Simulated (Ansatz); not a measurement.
## Electronic structure of C3H6Si in real space

| atom | x (Å) | y (Å) | z (Å) |
| --- | --- | --- | --- |
| Si | -1.1461 | 0.5860 | -0.6655 |
| C | -0.0222 | -0.6053 | 0.2357 |
| C | 1.4806 | -0.5861 | 0.0463 |
| C | 1.0690 | -0.1247 | 1.1700 |
| H | -1.6076 | 0.0184 | -1.9641 |
| H | -2.3600 | 0.9009 | 0.1400 |
| H | -0.4056 | 1.8502 | -0.9301 |
| H | -0.4737 | -1.5754 | 0.4686 |
| H | 2.2810 | -0.8255 | -0.6320 |
| H | 1.2677 | 0.3104 | 2.1340 |

Geometry: PBE0-D4/def2-TZVP.

Level of theory: Ansatz, RKS PBE0-D4/def2-TZVPP.

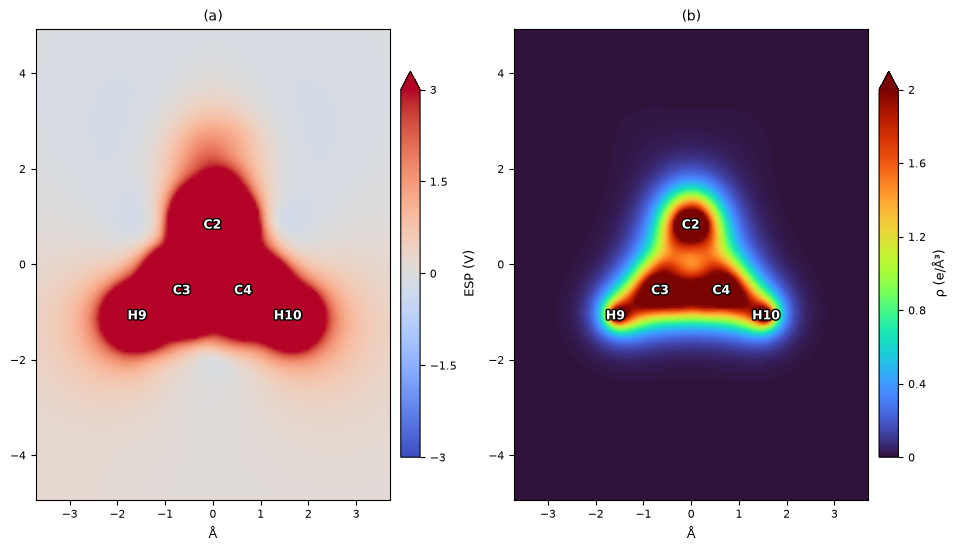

Figure 1. (a) electrostatic potential; (b) electron density on the plane of atoms C2, C4 and C3.

Describe what can be read from this map.

Answer. The plane passes through C and H nuclei. C–C (1.28 Å): the density is about 2.5 e/Å³ at the midpoint. C–H (1.08 Å): the density is about 2.1 e/Å³ at the midpoint. The potential has no marked negative region in this plane.

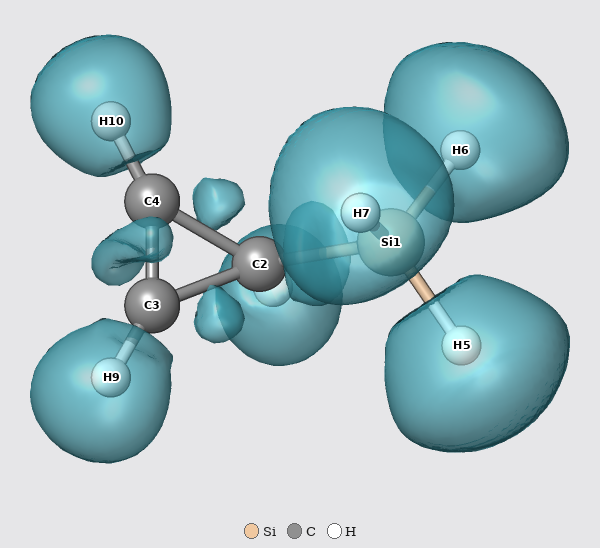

Figure 2. Isosurface of the electron localisation function at 0.85 (cyan), seen at a tilt. Core shells and regions of very low density are left out.

What do the ELF domains correspond to?

Answer. The surface consists of three regions between bonded C–C atoms (shared pairs), one region between bonded C–Si atoms (shared pairs) and six regions around hydrogen nuclei.


C–C (1.28 Å): the ELF peaks at about 0.85 between the atoms; a short, multiple covalent bond. C–Si (1.87 Å): the ELF peaks at about 0.95 between the atoms; a shared electron pair.

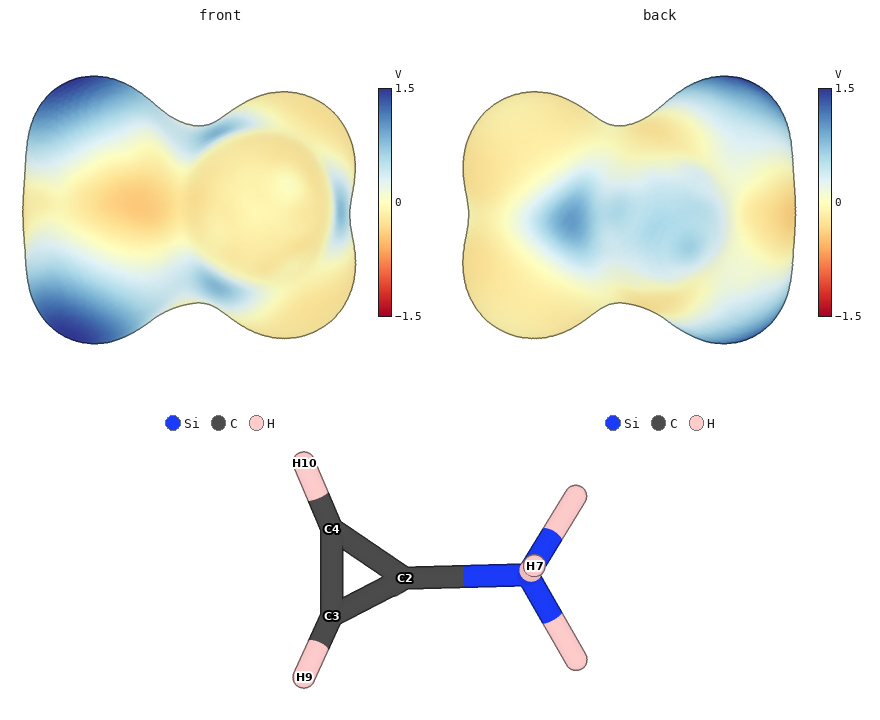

Figure 3. The molecular electrostatic potential painted on the density surface at 0.002 e/bohr³, seen from the front and from behind; red is negative and blue positive. The bare structure is drawn below in the same view.

Describe the electrostatic potential map.

Answer. The most negative region (about −0.4 V) lies over the π face of C3 and C4, the most positive (about +1.4 V) over H9 and H10.
